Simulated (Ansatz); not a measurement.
# GeH₃O (doublet): one geometry, many settings at distance Ge1–O2 = 2.166 Å

What do other methods and options give for GeH₃O (doublet) at this geometry, and how long do they take?

Program: Ansatz 0.2.0, Gaussian basis. Level of theory: the settings change from run to run. These are calculated values, not measurements.

25 further runs of the same task are left out: 2 for a mislabelled method, 19 that didn't finish, 4 set aside as unsound or not needed.

### 1 The system

The geometry derives from a PBE0/def2-TZVP stationary point (not a proven minimum). One bond is set to the value named and the two fragments are kept rigid. No spin-orbit coupling is included. The filled d shell of Ge may be among the frozen orbitals whatever the setting's name suggests; the logs give the count.

5 atoms, charge 0, spin multiplicity 2.

Atoms are counted from 1 here; the program's logs count them from 0.

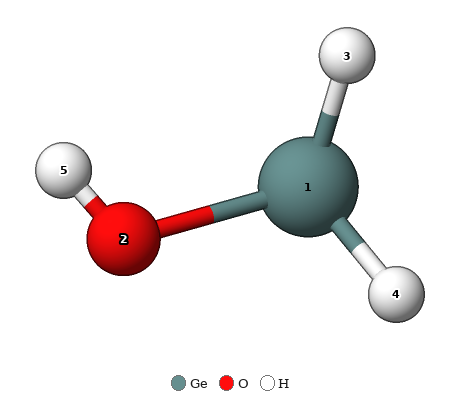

The structure; germanium teal, oxygen red, hydrogen white; atoms are numbered from 1 in the order of the file.

Geometry (Å):

```
Ge   -0.04007   -0.01920    0.39419
O     0.10044    0.13099   -1.76202
H     0.74647   -1.27752    0.86592
H     0.61448    1.28786    0.89624
H    -0.06730   -0.70599   -2.20153
```

### 2 CCSD(T)/cc-pVDZ

The input, in.yaml:

```yaml
crystal:
  periodic: [false, false, false]
  atoms:
    - {symbol: Ge, position_ang: [-0.040072, -0.019199, 0.394192]}
    - {symbol: O, position_ang: [0.100436, 0.130992, -1.762021]}
    - {symbol: H, position_ang: [0.746475, -1.277521, 0.865924]}
    - {symbol: H, position_ang: [0.614477, 1.287856, 0.896241]}
    - {symbol: H, position_ang: [-0.067296, -0.705993, -2.201532]}
basis:
  gaussian: {orbitals: cc-pVDZ}
magnetization: {spin_polarized: true, initial_magnetization: 1}
hamiltonian: {xc: {name: PBE0}}
correlation: {method: ccsd_t, electrons: outside_noble_gas}
```

The run is started by

```console
$ ansatz run in.yaml --threads 1 --pin off --events-out ev --progress --plain --max-ram 2393MiB
```

Standard output (excerpt; [...] marks lines left out):

```text
Functional definition: PBE0
  name "PBE0"
  cite "Adamo & Barone, J. Chem. Phys. 110, 6158 (1999) doi:10.1063/1.478522"
  cite "Perdew, Burke & Ernzerhof, Phys. Rev. Lett. 77, 3865 (1996) doi:10.1103/PhysRevLett.77.3865"
  parent pbe
[...]
584 factors; integrals over basis functions are off by at most 1.1e-3 eV
[...]
mean field -58602.08815697 eV, -2153.5870178465 hartree, gradient 4.1e-6 eV, S^2 0.755057; 2 other end points of the search recorded, 0 dependent functions left out
15 core orbitals not correlated: weight in the atoms' cores, before any rotation towards them, 0.999 or more for the frozen orbitals, at most 0.001 for the correlated occupied ones
reference -58555.08808886 eV, -2151.8597972013 hartree; 7, 6 occupied and 34, 35 virtual orbitals, 584 factors
second order -8.22043995 eV of doubles, -0.32587290 eV of singles
cycle   1  -8.27113652 eV  change    2.6e-1 eV  update   1.2e-1
[...]
cycle  13  -8.72023844 eV  change   -1.6e-5 eV  update   1.5e-5
perturbative correction -0.27155526 eV, -0.0099794716 hartree
Total energy: -58564.07988255 eV, -2152.1902395248 hartree
```

It took 5.5 s on 1 thread of Arm Neoverse V1, shared host.

From the report: ⟨S²⟩ of the determinant 0.755 (pure doublet: 0.75); correlation -8.9918 eV; T1 0.019; largest double amplitude 0.04. The orbitals are Kohn-Sham ones, so correlation energy and T1 don't compare with those on Hartree-Fock orbitals.

### 3 CCSDTQ on UHF/STO-3G

Changes to in.yaml since step 2:

```diff
@@ -9,5 +9,4 @@
 basis:
-  gaussian: {orbitals: cc-pVDZ}
+  gaussian: {orbitals: STO-3G}
 magnetization: {spin_polarized: true, initial_magnetization: 1}
-hamiltonian: {xc: {name: PBE0}}
-correlation: {method: ccsd_t, electrons: outside_noble_gas}
+correlation: {method: ccsdtq, electrons: outside_noble_gas}
```

The command is unchanged.

Standard output (excerpt; [...] marks lines left out):

```text
Functional definition: HF
  name "HF"
  cite "Fock, Z. Phys. 61, 126 (1930) doi:10.1007/BF01340294"
  parent pbe
[...]
356 factors; integrals over basis functions are off by at most 5.4e-8 eV
[...]
mean field -57884.85087618 eV, -2127.2290339384 hartree, gradient 2.7e-6 eV, S^2 0.886268; 7 other end points of the search recorded, 0 dependent functions left out
determinant -57884.85087618 eV, -2127.2290339384 hartree, with singles and doubles -57887.73654919 eV, -2127.3350804658 hartree
determinant -57883.12480394 eV, -2127.1656019535 hartree, with singles and doubles -57885.20201343 eV, -2127.2419379945 hartree
15 core orbitals not correlated, not the lowest: weight in the atoms' cores, before any rotation towards them, 0.786 or more for the frozen orbitals, at most 0.268 for the correlated occupied ones
reference -57884.85087618 eV, -2127.2290339384 hartree; 7, 6 occupied and 4, 5 virtual orbitals, 356 factors
second order -1.77129059 eV of doubles, -0.00000000 eV of singles
cycle   1  -2.27618926 eV  change   -5.0e-1 eV  update   8.7e-2
[...]
cycle  27  -2.99032872 eV  change    4.7e-7 eV  update   1.2e-6
Total energy: -57887.84120490 eV, -2127.3389264920 hartree
```

Wall time 24 s (1 thread of Arm Neoverse V1, shared host).

From the report: ⟨S²⟩ of the determinant 0.886 (pure doublet: 0.75); correlation -2.9903 eV; T1 0.052; largest double amplitude 0.11.

### 4 MP2 on UHF/cc-pVDZ

Changes to in.yaml since step 3:

```diff
@@ -9,4 +9,5 @@
 basis:
-  gaussian: {orbitals: STO-3G}
+  gaussian: {orbitals: cc-pVDZ}
 magnetization: {spin_polarized: true, initial_magnetization: 1}
-correlation: {method: ccsdtq, electrons: outside_noble_gas}
+correlation: {method: mp2, electrons: valence}
+output: {forces: true}
```

Launched as before.

Standard output (excerpt; [...] marks lines left out):

```text
Functional definition: HF
  name "HF"
  cite "Fock, Z. Phys. 61, 126 (1930) doi:10.1007/BF01340294"
  parent pbe
[...]
584 factors; integrals over basis functions are off by at most 1.1e-3 eV
[...]
mean field -58555.68538498 eV, -2151.8817474290 hartree, gradient 9.2e-7 eV, S^2 0.767012; 6 other end points of the search recorded, 0 dependent functions left out
10 core orbitals not correlated: weight in the atoms' cores, before any rotation towards them, 1.000 or more for the frozen orbitals, at most 0.000 for the correlated occupied ones
reference -58555.68538498 eV, -2151.8817474290 hartree; 12, 11 occupied and 34, 35 virtual orbitals, 584 factors
second order -8.13858191 eV of doubles, -0.00000000 eV of singles
[...]
Total energy: -58563.82396689 eV, -2152.1808347977 hartree
Atom 0 at    -0.040072    -0.019199     0.394192 Å, force     0.460368    -0.076392    -4.057319 eV/Å
Atom 1 at     0.100436     0.130992    -1.762021 Å, force    -0.006409     0.756425     4.199517 eV/Å
Atom 2 at     0.746475    -1.277521     0.865924 Å, force    -0.174131     0.185875    -0.135056 eV/Å
Atom 3 at     0.614477     1.287856     0.896241 Å, force    -0.106045    -0.113174    -0.226617 eV/Å
Atom 4 at    -0.067296    -0.705993    -2.201532 Å, force    -0.173784    -0.752733     0.219476 eV/Å
Dipole moment:    -0.101930    -0.281637     0.430807 e Å
```

Run time: 3.1 s. Hardware: 1 thread of Arm Neoverse V1, shared host.

From the report: ⟨S²⟩ of the determinant 0.767 (pure doublet: 0.75).

### 5 CISD/cc-pVDZ

Changes to in.yaml since step 4:

```diff
@@ -9,5 +9,4 @@
 basis:
-  gaussian: {orbitals: cc-pVDZ}
-magnetization: {spin_polarized: true, initial_magnetization: 1}
-correlation: {method: mp2, electrons: valence}
-output: {forces: true}
+  gaussian: {orbitals: cc-pVDZ, point_charges: [{charge: -1.00, position_ang: [4.023, 0.055, -0.390]}]}
+magnetization: {spin_polarized: false, initial_magnetization: 1}
+correlation: {active_space: {ras: {orbitals: [11, 1, 34], electrons: 23, max_holes: 2, max_particles: 2}, fixed_orbitals: true}}
```

The command is unchanged.

Standard output:

```text
Functional definition: HF
  name "HF"
  cite "Fock, Z. Phys. 61, 126 (1930) doi:10.1007/BF01340294"
  parent pbe
  exchange = exact_x
  correlation = 0
584 factors; integrals over basis functions are off by at most 1.1e-3 eV
mean field evaluation 1: about -58552.1323 eV, gradient 3.7e1 eV
mean field evaluation 2: about -58552.1343 eV, gradient 3.7e1 eV
mean field evaluation 4: about -58555.4128 eV, gradient 5.2e0 eV
mean field evaluation 8: about -58555.6155 eV, gradient 1.6e-1 eV
mean field evaluation 16: about -58554.0785 eV, gradient 1.7e1 eV
mean field evaluation 32: about -58554.0468 eV, gradient 1.3e1 eV
mean field -58555.61585558 eV, -2151.8791922707 hartree, gradient 1.6e-6 eV, S^2 0.750000; 4 other end points of the search recorded, 0 dependent functions left out
reference -58555.61585558 eV, -2151.8791922707 hartree; 22, 21 occupied and 34, 35 virtual orbitals, 584 factors
state -58563.69678606 eV, -2152.1761609883 hartree
Total energy: -58563.69678606 eV, -2152.1761609883 hartree
```

Run time: 57 s. Hardware: 1 thread of Arm Neoverse V1, shared host.

From the report: 359,086 determinants.

### 6 CCSD(T) on UHF/def2-SVP

The input, in.yaml:

```yaml
crystal:
  periodic: [false, false, false]
  atoms:
    - {symbol: Ge, position_ang: [-0.040072, -0.019199, 0.394192]}
    - {symbol: O, position_ang: [0.100436, 0.130992, -1.762021]}
    - {symbol: H, position_ang: [0.746475, -1.277521, 0.865924]}
    - {symbol: H, position_ang: [0.614477, 1.287856, 0.896241]}
    - {symbol: H, position_ang: [-0.067296, -0.705993, -2.201532]}
basis:
  gaussian: {orbitals: def2-SVP, point_charges: [{charge: 0.50, position_ang: [3.738, -0.491, 0.222]}]}
magnetization: {spin_polarized: true, initial_magnetization: 1}
correlation: {method: ccsd_t, electrons: valence}
output: {forces: true}
```

Same command.

Standard output (excerpt; [...] marks lines left out):

```text
Functional definition: HF
  name "HF"
  cite "Fock, Z. Phys. 61, 126 (1930) doi:10.1007/BF01340294"
  parent pbe
[...]
596 factors; integrals over basis functions are off by at most 1.2e-3 eV
[...]
mean field -58547.60348690 eV, -2151.5847431525 hartree, gradient 1.4e-6 eV, S^2 0.764355; 7 other end points of the search recorded, 0 dependent functions left out
determinant -58547.60348690 eV, -2151.5847431525 hartree, with singles and doubles -58559.20803659 eV, -2152.0112024880 hartree
determinant -58544.44682657 eV, -2151.4687380250 hartree, with singles and doubles -58555.10544433 eV, -2151.8604350032 hartree
10 core orbitals not correlated: weight in the atoms' cores, before any rotation towards them, 1.000 or more for the frozen orbitals, at most 0.000 for the correlated occupied ones
reference -58547.60348690 eV, -2151.5847431525 hartree; 12, 11 occupied and 39, 40 virtual orbitals, 596 factors
second order -11.25535861 eV of doubles, -0.00000000 eV of singles
cycle   1  -11.60584547 eV  change   -1.3e-3 eV  update   3.0e-3
[...]
cycle  13  -11.60776789 eV  change    7.7e-7 eV  update   6.2e-7
perturbative correction -0.32849128 eV, -0.0120718320 hartree
[...]
Total energy: -58559.53974607 eV, -2152.0233925865 hartree
Atom 0 at    -0.040072    -0.019199     0.394192 Å, force    -0.057097    -0.026979    -3.637350 eV/Å
Atom 1 at     0.100436     0.130992    -1.762021 Å, force     0.236084     0.637047     3.724859 eV/Å
Atom 2 at     0.746475    -1.277521     0.865924 Å, force     0.059312     0.157894    -0.079132 eV/Å
Atom 3 at     0.614477     1.287856     0.896241 Å, force     0.036263    -0.128491    -0.166137 eV/Å
Atom 4 at    -0.067296    -0.705993    -2.201532 Å, force    -0.255755    -0.651491     0.195561 eV/Å
Dipole moment:    -0.188145    -0.256769     0.311733 e Å
```

It took 30 s on 1 thread of Arm Neoverse V1, shared host; peak memory 0.29 GiB.

From the report: ⟨S²⟩ of the determinant 0.764 (pure doublet: 0.75); correlation -11.9363 eV; T1 0.021; largest double amplitude 0.04.

### 7 The runs in one table

Where basis and cores are those of an earlier UCCSDT(Q)/cc-pVDZ run (-58564.2869 eV), and the state is the same kind, the miss against it is given.

| level | correlated | functions | energy (eV) | from UCCSDT(Q) (meV) | time |
| --- | --- | --- | --- | --- | --- |
| CCSD(T)/cc-pVDZ (on PBE0 orbitals) | outside noble gas | 56 | -58564.0799 | 207.1 | 5.5 s |
| CCSDTQ on UHF/STO-3G | outside noble gas | 26 | -57887.8412 |  | 24 s |
| MP2 on UHF/cc-pVDZ | valence | 56 | -58563.8240 |  | 3.1 s |
| CISD/cc-pVDZ (beside a point charge) | valence | 56 | -58563.6968 |  | 57 s |
| CCSD(T) on UHF/def2-SVP (beside a point charge) | valence | 61 | -58559.5397 |  | 30 s |

### 8 What came out

| quantity | value |
| --- | --- |
| runs | 5 |
| quickest | MP2 on UHF/cc-pVDZ, 3.1 s |
| slowest | CISD/cc-pVDZ (beside a point charge), 57 s |

In words: Total energies in different bases, with other cores or another treatment of relativity can't be set against each other. CISD/cc-pVDZ (beside a point charge) took 18 times as long as MP2 on UHF/cc-pVDZ; the jobs differ in more than the method. Cores frozen from Kohn-Sham orbitals shift the total energy.
